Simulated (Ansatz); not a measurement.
C2H6ClF2PSi: several calculations on one system

**1. Relaxation**

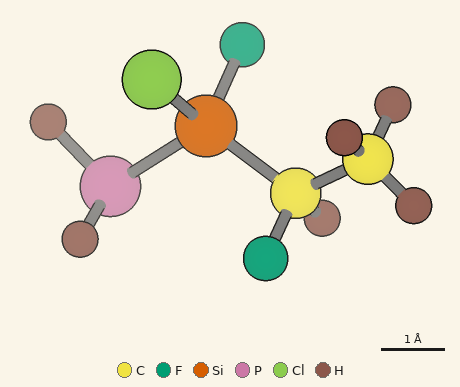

This is the input geometry for a relaxation of C₂H₆ClF₂PSi. The picture is a ball-and-stick view, seen at a tilt.

The run prepares an end point of a later path (inversion) calculation, from a guessed geometry.

Theory: RKS B3LYP-D4/cc-pVDZ in Ansatz 0.2.0.

Input
```yaml
crystal:
  periodic: [false, false, false]
  atoms:
    - { symbol: C, position_ang: [0.095, -2.105, 0.0751] }
    - { symbol: C, position_ang: [0.2243, -0.6561, 0.6123] }
    - { symbol: F, position_ang: [1.5413, -0.4372, 0.7304] }
    - { symbol: Si, position_ang: [-0.4353, 0.736, -0.3921] }
    - { symbol: F, position_ang: [-2.093, 0.4961, -0.5207] }
    - { symbol: P, position_ang: [-0.1592, 2.7181, 0.5605] }
    - { symbol: Cl, position_ang: [0.3082, 0.7875, -2.2756] }
    - { symbol: H, position_ang: [-0.9726, -2.305, -0.0509] }
    - { symbol: H, position_ang: [0.5209, -2.7699, 0.7763] }
    - { symbol: H, position_ang: [0.5348, -2.1706, -0.8888] }
    - { symbol: H, position_ang: [-0.1991, -0.6208, 1.6465] }
    - { symbol: H, position_ang: [1.2463, 2.778, 0.307] }
    - { symbol: H, position_ang: [-0.5911, 3.5142, -0.5651] }
basis:
  gaussian: { orbitals: cc-pVDZ }
hamiltonian:
  xc: b3lyp
  dispersion: d4
relax:
  f_tol: 0.015
  max_steps: 40
```

Run as
```bash
ansatz run input.yaml --threads 2 --pin off --max-ram 3072MiB --backend cpu --events-out ev --progress --plain --runs-dir out
```

Question: Predict the outcome.

Answer: The atom that moves furthest after the best rigid fit is Cl7 (0.29 Å). By element the largest moves are Cl 0.29 Å, F 0.26 Å, H 0.20 Å, Si 0.12 Å, C 0.09 Å, P 0.08 Å. Near-neighbour distances that change, for instance: C2–F3 1.340 → 1.418 Å, Si4–Cl7 2.026 → 2.090 Å, C2–Si4 1.839 → 1.904 Å, Si4–P6 2.216 → 2.260 Å. Bond angles that change, for instance: P6–Si4–Cl7 109.3° → 114.1°, H9–C1–H10 113.4° → 108.8°, C1–C2–F3 105.4° → 109.8°. After 11 geometry steps the energy has fallen by 9.37 kcal/mol. Largest force component: 3.1 eV/Å at the start, 0.0085 eV/Å at the end.

Final geometry:

```xyz
13

C     0.1439   -2.0384    0.0332
C     0.1641   -0.6641    0.6695
F     1.5020   -0.2791    0.9373
Si   -0.5510    0.7610   -0.3705
F    -2.1897    0.5655   -0.4242
P    -0.0907    2.7552    0.5874
Cl    0.1173    0.5858   -2.3433
H    -0.8969   -2.3522   -0.1478
H     0.6191   -2.7739    0.7014
H     0.6777   -2.0369   -0.9287
H    -0.3645   -0.6771    1.6410
H     1.2998    2.6329    0.2629
H    -0.4105    3.4868   -0.6033
```

After the run, drawn alike:

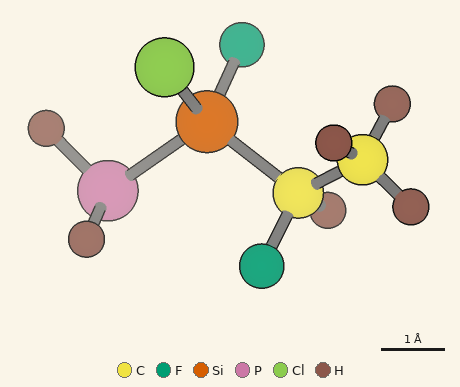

**2. Relaxation**

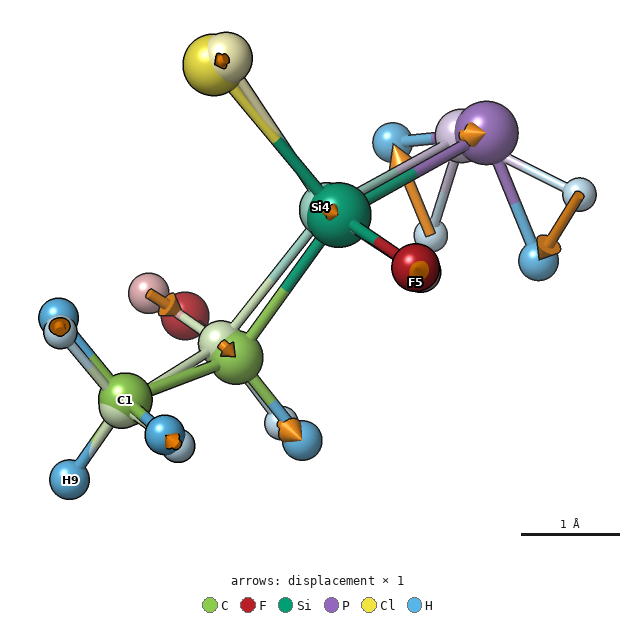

This is a relaxation of C2H6ClF2PSi. The starting structure is drawn faded, the final one solid; orange arrows show the displacements, at their true length. The two geometries are superimposed by the best rigid fit.

A ball-and-stick model, seen from a free direction.

The run prepares an end point of a later path (inversion) calculation, from a guessed geometry.

The calculation used RKS B3LYP-D4/cc-pVDZ (Ansatz). (no spin polarisation; force threshold 0.015 eV/Å; at most 40 steps)

Describe the change and its energy.

Answer. Over 20 accepted moves (22 points after the start) the energy falls by 10.8 kcal/mol. The largest force component goes from 3.1 to 0.0061 eV/Å. The line search rejected the trial steps at points 4, 21 of the run. The atom that moves furthest after the best rigid fit is an H atom (1.03 Å). By element the largest moves are H 1.03 Å, F 0.48 Å, P 0.33 Å, C 0.22 Å, Cl 0.17 Å, Si 0.17 Å. Near-neighbour distances that change, for instance: C–F 1.340 → 1.415 Å, C–Si 1.839 → 1.905 Å, Cl–Si 2.026 → 2.087 Å, C–H 1.056 → 1.101 Å. Among the angles between lasting bonds that change: Si–P–H 96.9° → 91.5°, Si–P–H 94.8° → 90.1°, H–C–H 113.4° → 108.7°. Groups turn about P–Si by about 55°.

**3. Path**

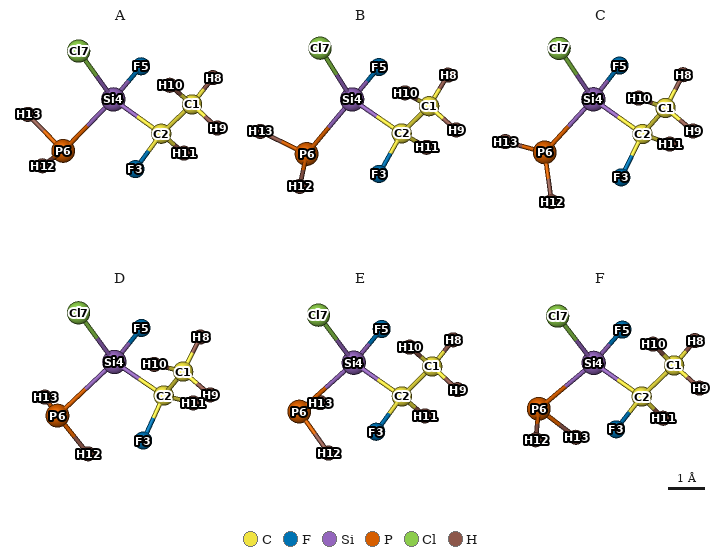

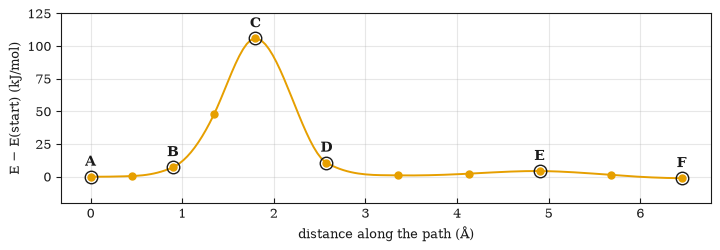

A nudged-elastic-band calculation for C2H6ClF2PSi. Images are numbered from 0 (start) to 10 (end). Frames A to F are images 0, 2, 4, 5, 8, 10. The picture is a ball-and-stick view, seen at a tilt.

Method: RKS B3LYP-D4/cc-pVDZ in Ansatz. Set-up: 9 movable images; climbing image; force threshold 0.03 eV/Å; iteration limit 51; starting path through a guess of the saddle point.

**Describe the mechanism and the energy profile.**

The path has more than one stage, and so few images may leave a stage unresolved. No bond forms or breaks between the ends. Among the angles between lasting bonds that change up to the highest image: Si4–P6–H13 93.0° → 124.6°, Si4–P6–H12 91.5° → 120.9°. The highest point, image 4, lies 105.9 kJ/mol above the start and 107.0 kJ/mol above the end; the end is at −1.1 kJ/mol relative to the start. The band converged in 28 iterations. The largest component of the band force went from 24 to 0.02 eV/Å. The climbing image converged on the top of the path. Its vibrational analysis gives one imaginary mode (703i cm⁻¹), as a transition state must have.
